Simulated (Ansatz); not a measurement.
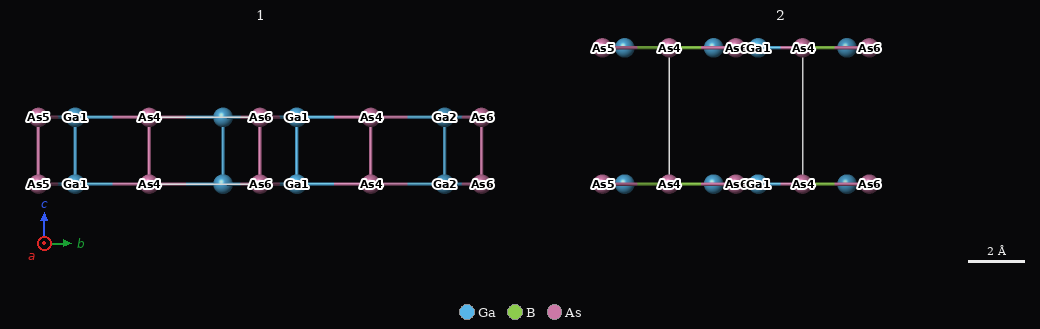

Two geometries of a crystal of Ga2BAs3 (a generated structure, set up in P6/mmm) (coarse preliminary run), drawn at one scale. One is the start of a relaxation, the other its converged end. Style: ball-and-stick. Shown: the cell of the calculation, along the a axis.

These are results of Ansatz 0.2.0, DFT PBE, scalar-relativistic, plane waves, PAW, not measurements. Settings: plane-wave cutoff 420 eV; k-point mesh 6 × 6 × 4; occupations gaussian; smearing width 0.1 eV; no spin polarisation; cell and atoms relaxed; force threshold 0.04 eV/Å; at most 70 steps.

**Which geometry has the lower energy?**

Structure 1 is the relaxed one. The atoms keep their places relative to the cell (all moves are under 0.005 Å). Cell: a = b 5.536 → 9.196 Å (+66.1 %), c 4.899 → 2.399 Å (−51.0 %). Volume +35.1 %. Among the contacts that change: As–As 4.899 → 2.399 Å, Ga–Ga 4.899 → 2.399 Å, B–B 4.899 → 2.399 Å, As–As 2.768 → 4.598 Å. The space group stays P6/mmm (No. 191). After 26 accepted moves (29 points after the start) the energy has fallen by 9438 meV per atom. All forces vanish by symmetry, so only the cell relaxes. The pressure goes from 170.48 to 0.06 GPa. The SCF was repeated 3 times at an unchanged geometry on a basis and grid sized afresh for the cell, which shifted the energy by 337 meV per atom at most.
